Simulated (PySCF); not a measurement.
Spin–spin coupling calculation, with input and output: C₄H₅N₃Si

C₄H₅N₃Si, SMILES N#Cc1cn([SiH3])cn1, computed with PBE0/STO-3G indirect spin-spin coupling, non-relativistic, gas phase (PySCF 2.14.0).

Some settings of this run were made unusual or wrong on purpose. The geometry comes from this level: GFN2-xTB, altered. Figures and captions count atoms from 1; the log counts them from 0 in places.

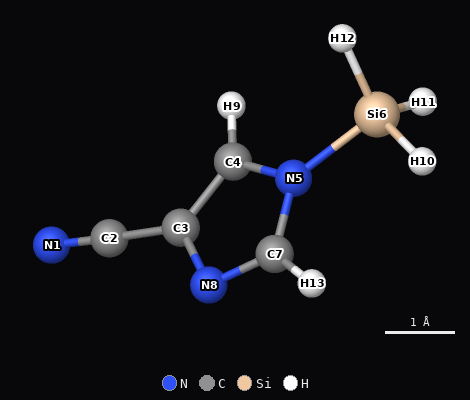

Figure 1. The input geometry (ball-and-stick view, seen at a tilt; atoms are numbered from 1 in the order of the input). Bond lengths as drawn: C–C 1.24 to 1.26 Å, C–H 0.96 Å, C–N 1.03 to 1.24 Å, H–Si 1.31 Å and N–Si 1.58 Å.

## Input
```
{"job": {"kind": "j", "xc": "PBE0", "basis": "STO-3G", "scf": {"aux": "def2-universal-jfit", "max_cycle": 69}}, "charge": 0, "multiplicity": 1}
N      3.725345     0.340872     0.263363
C      2.730391     0.092324     0.149266
C      1.502599    -0.179483     0.018332
C      0.540953     0.578828     0.184298
N     -0.475057    -0.073419    -0.043024
Si    -1.968379     0.451577     0.033543
C     -0.070839    -1.198196    -0.336587
N      1.086554    -1.296408    -0.310531
H      0.507821     1.507065     0.440490
H     -2.685908    -0.598967    -0.285495
H     -2.158762     0.858116     1.269103
H     -2.065140     1.433321    -0.835332
H     -0.673527    -1.915192    -0.563381
```

The first line tells a small driver script what to run in PySCF; the rest is the geometry in Å.

Launched with:
```bash
OMP_NUM_THREADS=1 python <driver script> task.json out
```

## Log
```
final grid: 116600 points
cycle   1  E = -600.4060662665  dE =  4.346e+00  |g| = 5.315e-01  |ddm| = 5.761e+00
cycle   2  E = -600.3386500754  dE =  6.742e-02  |g| = 7.614e-01  |ddm| = 1.523e+00
cycle   3  E = -600.4909045927  dE = -1.523e-01  |g| = 9.705e-02  |ddm| = 8.849e-01
cycle   4  E = -600.4931060036  dE = -2.201e-03  |g| = 3.364e-02  |ddm| = 1.442e-01
cycle   5  E = -600.4933727267  dE = -2.667e-04  |g| = 1.115e-02  |ddm| = 4.758e-02
cycle   6  E = -600.4934044583  dE = -3.173e-05  |g| = 2.412e-03  |ddm| = 1.705e-02
cycle   7  E = -600.4934060396  dE = -1.581e-06  |g| = 1.868e-04  |ddm| = 3.292e-03
cycle   8  E = -600.4934060490  dE = -9.356e-09  |g| = 7.055e-05  |ddm| = 3.317e-04
cycle   9  E = -600.4934060502  dE = -1.252e-09  |g| = 1.755e-05  |ddm| = 1.055e-04
cycle  10  E = -600.4934060503  dE = -9.140e-11  |g| = 4.182e-06  |ddm| = 2.917e-05
converged SCF energy = -600.4934060503

Indirect spin-spin couplings (Hz)
  i      j    bonds     total        FC       PSO       DSO        SD
  0 N    1 C    1     -7.566    -6.589     1.659    -0.115    -2.521
  0 N    2 C    2      0.354    -0.073     0.203     0.065     0.158
  0 N    3 C    3     -0.283    -0.398     0.282     0.037    -0.204
  0 N    7 N    3      0.097     0.188    -0.102    -0.016     0.027
  0 N    8 H    4      0.361     0.107     0.155     0.095     0.003
  0 N   12 H    5      0.163    -0.022    -0.007     0.187     0.005
  1 C    2 C    1     63.279    64.474    -1.743     0.548         -
  1 C    3 C    2      1.570     1.458     0.073     0.039         -
  1 C    4 N    3     -0.373    -0.431     0.010     0.031     0.017
  1 C    6 C    3      3.674     3.720     0.064    -0.111         -
  1 C    7 N    2     -2.418    -2.451     0.067    -0.020    -0.013
  1 C    8 H    3      1.228     1.126     0.048     0.054         -
  1 C   10 H    5     -0.247    -0.127     0.049    -0.168         -
  1 C   11 H    5     -0.249    -0.129     0.049    -0.169         -
  1 C   12 H    4     -0.618    -0.220     0.111    -0.509         -
  2 C    3 C    1     47.329    52.017    -5.227     0.538         -
  2 C    4 N    2     -1.388    -1.343     0.173    -0.038    -0.180
  2 C    5 Si   3     -1.541    -1.413    -0.137     0.080    -0.071
  2 C    6 C    2     -0.797    -0.719    -0.132     0.054         -
  2 C    7 N    1     -5.504    -7.755     2.629    -0.216    -0.162
  2 C    8 H    2      0.000     1.341    -0.980    -0.361         -
  2 C    9 H    4     -0.215     0.195     0.006    -0.416         -
  2 C   10 H    4     -0.227     0.023     0.024    -0.275         -
  2 C   11 H    4     -0.226     0.025     0.024    -0.275         -
  2 C   12 H    3      6.922     7.855    -0.091    -0.842         -
  3 C    4 N    1    -11.986   -14.028     2.376    -0.225    -0.108
  3 C    5 Si   2      0.770     0.720     0.019     0.026     0.004
  3 C    6 C    2      0.925     1.053    -0.161     0.032         -
  3 C    7 N    2      0.436    -0.228     0.557    -0.003     0.110
  3 C    8 H    1    125.206   123.584    -0.539     2.161         -
  3 C    9 H    3      2.552     3.193    -0.017    -0.624         -
  3 C   10 H    3      0.590     0.665    -0.098     0.023         -
  3 C   11 H    3      0.578     0.656    -0.098     0.020         -
  3 C   12 H    3      1.031     2.080    -0.155    -0.893         -
  4 N    5 Si   1     12.284    12.964    -1.255     0.085     0.490
  4 N    6 C    1     -9.379   -11.243     2.218    -0.234    -0.120
  4 N    7 N    2     -0.685    -0.187    -0.508     0.002     0.008
  4 N    8 H    2     -1.420    -2.025     0.553     0.066    -0.014
  4 N    9 H    2     -0.924    -0.868    -0.054    -0.008     0.006
  4 N   10 H    2     -0.592    -0.502    -0.107     0.017     0.001
  4 N   11 H    2     -0.591    -0.501    -0.108     0.017     0.001
  4 N   12 H    2     -3.864    -4.441     0.527     0.071    -0.020
  5 Si   6 C    2      0.197     0.113     0.082     0.026    -0.023
  5 Si   7 N    3      0.005    -0.003     0.006    -0.040     0.042
  5 Si   8 H    3     -0.667    -0.792     0.103     0.004     0.018
  5 Si   9 H    1   -162.143  -163.149     1.904    -0.461    -0.437
  5 Si  10 H    1   -164.394  -165.431     1.940    -0.450    -0.453
  5 Si  11 H    1   -164.419  -165.456     1.940    -0.450    -0.453
  5 Si  12 H    3     -0.308    -0.458     0.085     0.036     0.029
  6 C    7 N    1     -7.135    -9.927     3.516    -0.202    -0.522
  6 C    8 H    3      3.703     4.662    -0.097    -0.862         -
  6 C    9 H    3      1.893     1.690    -0.089     0.292         -
  6 C   10 H    3      0.925     1.348    -0.021    -0.402         -
  6 C   11 H    3      0.907     1.327    -0.022    -0.399         -
  6 C   12 H    1    135.896   133.762    -0.138     2.272         -
  7 N    8 H    3      0.454    -0.228     0.312     0.338     0.032
  7 N    9 H    4      0.201    -0.041     0.104     0.131     0.007
  7 N   10 H    4      0.208    -0.053     0.086     0.169     0.006
  7 N   11 H    4      0.207    -0.054     0.086     0.169     0.006
  7 N   12 H    2     -6.589    -7.690     0.891     0.199     0.011
  8 H    9 H    4     -2.309     0.010     0.227    -2.546         -
  8 H   10 H    4      0.345    -0.266    -0.176     0.786         -
  8 H   11 H    4      0.326    -0.266    -0.173     0.766         -
  8 H   12 H    4     -2.489     0.462     0.446    -3.398         -
  9 H   10 H    2     -1.114     2.059     0.079    -3.252         -
  9 H   11 H    2     -1.077     2.096     0.079    -3.252         -
  9 H   12 H    4      1.827    -0.179    -0.364     2.371         -
 10 H   11 H    2      2.457     5.497     0.092    -3.132         -
 10 H   12 H    4     -1.713    -0.240     0.136    -1.609         -
 11 H   12 H    4     -1.701    -0.241     0.135    -1.595         -
```

## Outcome

```tsv
quantity	value
outcome	converged
total energy	−600.493406 hartree
HOMO	−5.57 eV
LUMO	3.08 eV
dipole moment	7.21 D
hardware	1 CPU thread, shared host
wall time	7 s
peak memory	0.62 GiB
```

## What went wrong

Some settings of this run were drawn to be unusual or wrong. It converged; results that depend on the unusual settings are not reference values.
